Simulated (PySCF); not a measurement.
# BH2Cl (SMILES [H]B([H])Cl): BCCD(T)/STO-3G

Aim: the energy change on altering one bond length of BH2Cl at BCCD(T)/STO-3G, from 2 runs. 

The results are computed with PySCF 2.14.0.

8 further runs of the same task are left out: 8 set aside as unsound or not needed.

## (1) Starting point

The species is BH2Cl (4 atoms), meant as a singlet with charge 0. SMILES: `[H]B([H])Cl`. The shape is that of a GFN2-xTB optimisation.

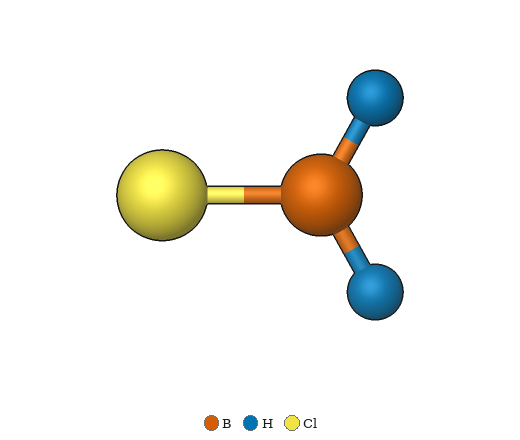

The structure, seen from a chosen angle (boron orange, hydrogen blue, chlorine yellow).

## (2) A single-point energy at BCCD(T)/STO-3G

Input file input.py:

```python
# BH2Cl
from pyscf import gto, cc
from pyscf.cc.bccd import bccd_kernel_

mol = gto.M(
    atom='''
B      0.130977     0.216222    -0.000775
H      2.343430     0.133641     0.029366
H     -0.967785     2.138395    -0.035810
Cl    -1.506641    -2.488278     0.007238
''',
    unit='bohr',
    verbose=3,
    basis='sto-3g',
    max_memory=1860,
    spin=0,
)

hf = mol.RHF()
hf.conv_tol = 1e-10
hf.kernel()
if not hf.converged:
    hf = hf.newton().run(hf.mo_coeff, hf.mo_occ)

mycc = cc.CCSD(hf, frozen=6).run()
mycc = bccd_kernel_(mycc, diis=True)
e_t = mycc.ccsd_t()
energy = mycc.e_tot + e_t
print('E(%s) = %.9f' % ('BCCD(T)', energy))
```

Run with:

```
$ OMP_NUM_THREADS=1 python input.py
```

Log:

```text
converged SCF energy = -480.124577100934
E(CCSD) = -480.1826761897281  E_corr = -0.05809908879399051
BCCD loop starts.

******** <class 'pyscf.cc.ccsd.CCSD'> ********
CC2 = 0
CCSD nocc = 6, nmo = 10
frozen orbitals 6
max_cycle = 50
direct = 0
conv_tol = 1e-07
conv_tol_normt = 1e-05
diis_space = 6
diis_start_cycle = 0
diis_start_energy_diff = 1e+09
Init E_corr(CCSD) = -0.0575108343928503
cycle = 1  E_corr(CCSD) = -0.0617659970527246  dE = -0.00425516266  norm(t1,t2) = 0.0411275
cycle = 2  E_corr(CCSD) = -0.060352402394879  dE = 0.00141359466  norm(t1,t2) = 0.0091525
cycle = 3  E_corr(CCSD) = -0.0604659482329071  dE = -0.000113545838  norm(t1,t2) = 0.00507255
cycle = 4  E_corr(CCSD) = -0.0602937850327203  dE = 0.0001721632  norm(t1,t2) = 0.00246955
cycle = 5  E_corr(CCSD) = -0.0603014179066152  dE = -7.63287389e-06  norm(t1,t2) = 0.000322779
cycle = 6  E_corr(CCSD) = -0.0603007670842827  dE = 6.50822333e-07  norm(t1,t2) = 4.40355e-05
cycle = 7  E_corr(CCSD) = -0.0603003202146053  dE = 4.46869677e-07  norm(t1,t2) = 1.20057e-05
cycle = 8  E_corr(CCSD) = -0.0603002547371108  dE = 6.54774945e-08  norm(t1,t2) = 2.13801e-06
CCSD converged
E(CCSD) = -480.1822267428851  E_corr = -0.06030025473711075
BCC iter:    0  E:    -480.182226742885  dE:    4.494e-04  |t1|:    5.977e-03

******** <class 'pyscf.cc.ccsd.CCSD'> ********
CC2 = 0
CCSD nocc = 6, nmo = 10
frozen orbitals 6
max_cycle = 50
direct = 0
conv_tol = 1e-07
conv_tol_normt = 1e-05
diis_space = 6
diis_start_cycle = 0
diis_start_energy_diff = 1e+09
Init E_corr(CCSD) = -0.0599932285235556
cycle = 1  E_corr(CCSD) = -0.059570732013096  dE = 0.00042249651  norm(t1,t2) = 0.00557564
cycle = 2  E_corr(CCSD) = -0.0597393481350492  dE = -0.000168616122  norm(t1,t2) = 0.000940494
cycle = 3  E_corr(CCSD) = -0.0597355243195537  dE = 3.8238155e-06  norm(t1,t2) = 0.00038066
cycle = 4  E_corr(CCSD) = -0.0597519909426141  dE = -1.64666231e-05  norm(t1,t2) = 0.000131629
cycle = 5  E_corr(CCSD) = -0.0597530817161899  dE = -1.09077358e-06  norm(t1,t2) = 4.20846e-05
cycle = 6  E_corr(CCSD) = -0.0597530230188675  dE = 5.86973224e-08  norm(t1,t2) = 8.19612e-06
CCSD converged
E(CCSD) = -480.1822882879097  E_corr = -0.05975302301886747
BCC iter:    1  E:    -480.182288287910  dE:   -6.155e-05  |t1|:    4.534e-04

******** <class 'pyscf.cc.ccsd.CCSD'> ********
CC2 = 0
CCSD nocc = 6, nmo = 10
frozen orbitals 6
max_cycle = 50
direct = 0
conv_tol = 1e-07
conv_tol_normt = 1e-05
diis_space = 6
diis_start_cycle = 0
diis_start_energy_diff = 1e+09
Init E_corr(CCSD) = -0.0597706518876273
cycle = 1  E_corr(CCSD) = -0.0598026036868588  dE = -3.19517992e-05  norm(t1,t2) = 0.000387753
cycle = 2  E_corr(CCSD) = -0.0597905694795674  dE = 1.20342073e-05  norm(t1,t2) = 7.02731e-05
cycle = 3  E_corr(CCSD) = -0.0597909792436961  dE = -4.09764129e-07  norm(t1,t2) = 3.45462e-05
cycle = 4  E_corr(CCSD) = -0.0597895520993413  dE = 1.42714435e-06  norm(t1,t2) = 1.59124e-05
cycle = 5  E_corr(CCSD) = -0.0597895829644007  dE = -3.08650594e-08  norm(t1,t2) = 3.75155e-06
CCSD converged
E(CCSD) = -480.1822838748432  E_corr = -0.05978958296440071
BCC iter:    2  E:    -480.182283874843  dE:    4.413e-06  |t1|:    1.080e-05

******** <class 'pyscf.cc.ccsd.CCSD'> ********
CC2 = 0
CCSD nocc = 6, nmo = 10
frozen orbitals 6
max_cycle = 50
direct = 0
conv_tol = 1e-07
conv_tol_normt = 1e-05
diis_space = 6
diis_start_cycle = 0
diis_start_energy_diff = 1e+09
Init E_corr(CCSD) = -0.0597895794032729
cycle = 1  E_corr(CCSD) = -0.0597895346191793  dE = 4.47840936e-08  norm(t1,t2) = 8.59833e-06
CCSD converged
E(CCSD) = -480.1822838826866  E_corr = -0.05978953461917931
BCC iter:    3  E:    -480.182283882687  dE:   -7.843e-09  |t1|:    2.525e-06
CCSD(T) correction = -0.00171753929495274
E(BCCD(T)) = -480.184001422
```

Run time: 1.1 s. Hardware: 1 thread of Arm Neoverse V1, shared host; peak memory 0.12 GiB.

## (3) The distorted shape at the same level

Input file mol.xyz:

```xyz
4
BClH2
B      0.534467    -0.699324     0.014422
H      1.705247    -0.743024     0.030372
H     -0.512130     1.131590    -0.018950
Cl    -0.332123    -2.130484     0.018662
```

Input file input.py:

```python
from pyscf import gto, scf, cc
from pyscf.cc.bccd import bccd_kernel_

system = gto.M(
    atom='mol.xyz',
    max_memory=1860,
    verbose=4,
    charge=0,
    spin=0,
    basis='sto-3g',
)

mf = scf.RHF(system)
mf.conv_tol = 1e-10
mf.kernel()
if not mf.converged:
    mf = mf.newton().run(mf.mo_coeff, mf.mo_occ)

mycc = cc.CCSD(mf, frozen=6).run()
mycc = bccd_kernel_(mycc, diis=True)
e_t = mycc.ccsd_t()
energy = mycc.e_tot + e_t
print(f'total energy: {energy:.8f} hartree')
```

Run with:

```
$ OMP_NUM_THREADS=1 python input.py
```

Log:

```text
PySCF version 2.14.0

[INPUT] num. atoms = 4
[INPUT] num. electrons = 24
[INPUT] charge = 0
[INPUT] spin (= nelec alpha-beta = 2S) = 0
[INPUT] symmetry False subgroup None
[INPUT] Mole.unit = angstrom
[INPUT] Symbol           X                Y                Z      unit          X                Y                Z       unit  Magmom
[INPUT]  1 B      0.534467000000  -0.699324000000   0.014422000000 AA    1.009996252618  -1.321530832335   0.027253630168 Bohr   0.0
[INPUT]  2 H      1.705247000000  -0.743024000000   0.030372000000 AA    3.222449804736  -1.404111863979   0.057394761855 Bohr   0.0
[INPUT]  3 H     -0.512130000000   1.131590000000  -0.018950000000 AA   -0.967785440174   2.138395185297  -0.035810310061 Bohr   0.0
[INPUT]  4 Cl    -0.332123000000  -2.130484000000   0.018662000000 AA   -0.627621509669  -4.026031272768   0.035266068937 Bohr   0.0

nuclear repulsion = 36.9822565105345
number of shells = 10
number of NR pGTOs = 48
number of NR cGTOs = 16
basis = sto-3g
ecp = {}

******** <class 'pyscf.scf.hf.RHF'> ********
method = RHF
initial guess = minao
damping factor = 0
level_shift factor = 0
DIIS = <class 'pyscf.scf.diis.CDIIS'>
diis_start_cycle = 1
diis_space = 8
diis_damp = 0
SCF conv_tol = 1e-10
SCF conv_tol_grad = None
SCF max_cycles = 50
direct_scf = True
direct_scf_tol = 1e-13
Set gradient conv threshold to 1e-05
Initial guess from minao.
init E= -479.588072791513
  HOMO = -0.189939460792948  LUMO = 0.108994429566869  gap/eV = 8.13441
cycle= 1 E= -479.839198066129  delta_E= -0.251  |g|= 0.355  |ddm|= 2.12
[... 18 lines left out ...]
converged SCF energy = -479.914670268343
[... 12 lines left out ...]
Init t2, MP2 energy = -479.993762693845  E_corr(MP2) -0.0790924255012896
[... 12 lines left out ...]
CCSD converged
[... 26 lines left out ...]
CCSD converged
[... 23 lines left out ...]
CCSD converged
[... 3 lines left out ...]
******** <class 'pyscf.cc.ccsd.CCSD'> ********
CC2 = 0
CCSD nocc = 6, nmo = 10
frozen orbitals 6
max_cycle = 50
direct = 0
conv_tol = 1e-07
conv_tol_normt = 1e-05
diis_space = 6
diis_start_cycle = 0
diis_start_energy_diff = 1e+09
Init E_corr(CCSD) = -0.123670315401573
cycle = 1  E_corr(CCSD) = -0.123772622381175  dE = -0.00010230698  norm(t1,t2) = 0.00200108
cycle = 2  E_corr(CCSD) = -0.123738655151284  dE = 3.39672299e-05  norm(t1,t2) = 0.000182212
cycle = 3  E_corr(CCSD) = -0.123737603457143  dE = 1.05169414e-06  norm(t1,t2) = 6.16089e-05
cycle = 4  E_corr(CCSD) = -0.123733682133642  dE = 3.9213235e-06  norm(t1,t2) = 2.16437e-05
cycle = 5  E_corr(CCSD) = -0.123732792349595  dE = 8.89784048e-07  norm(t1,t2) = 6.07158e-06
cycle = 6  E_corr(CCSD) = -0.123732563787121  dE = 2.28562473e-07  norm(t1,t2) = 2.3828e-06
cycle = 7  E_corr(CCSD) = -0.123732538322583  dE = 2.54645379e-08  norm(t1,t2) = 7.619e-07
CCSD converged
E(CCSD) = -480.0358605311711  E_corr = -0.1237325383225834
BCC iter:    2  E:    -480.035860531171  dE:    6.669e-06  |t1|:    1.376e-04

******** <class 'pyscf.cc.ccsd.CCSD'> ********
CC2 = 0
CCSD nocc = 6, nmo = 10
frozen orbitals 6
max_cycle = 50
direct = 0
conv_tol = 1e-07
conv_tol_normt = 1e-05
diis_space = 6
diis_start_cycle = 0
diis_start_energy_diff = 1e+09
Init E_corr(CCSD) = -0.123734883984998
cycle = 1  E_corr(CCSD) = -0.123736533912019  dE = -1.64992702e-06  norm(t1,t2) = 0.000121894
cycle = 2  E_corr(CCSD) = -0.123735048705706  dE = 1.48520631e-06  norm(t1,t2) = 1.88623e-05
cycle = 3  E_corr(CCSD) = -0.123735528723112  dE = -4.80017406e-07  norm(t1,t2) = 9.40795e-06
cycle = 4  E_corr(CCSD) = -0.12373555337287  dE = -2.46497588e-08  norm(t1,t2) = 3.71529e-06
CCSD converged
E(CCSD) = -480.0358594723651  E_corr = -0.1237355533728704
BCC iter:    3  E:    -480.035859472365  dE:    1.059e-06  |t1|:    2.719e-06
CCSD(T) correction = -0.00323763287858725
total energy: -480.03909711 hartree
```

It took 1.1 s on 1 thread of Arm Neoverse V1, shared host; peak memory 0.1 GiB.

## (4) Outcome

At BCCD(T)/STO-3G, 6 core orbitals frozen:

| quantity | value |
| --- | --- |
| first shape: total energy | -480.18400 Eh |
| first shape: correlation energy (6 core orbitals frozen) | -59.4 mEh |
| first shape: (T) correction | -1.72 mEh |
| distorted shape: total energy | -480.03910 Eh |
| distorted shape: correlation energy (6 core orbitals frozen) | -124.4 mEh |
| distorted shape: (T) correction | -3.24 mEh |
| energy change with the B1–H3 bond stretched from 1.172 to 2.109 Å | 3.943 eV |

With the B1–H3 bond stretched from 1.172 to 2.109 Å the energy rises by 3.94 eV (91 kcal/mol). The first shape isn't relaxed at this level, so the change isn't measured from a minimum. The minimal basis adds a large error of its own. The triples (first shape) make up 2.9 % of the correlation energy. The triples (distorted shape) make up 2.6 % of the correlation energy.
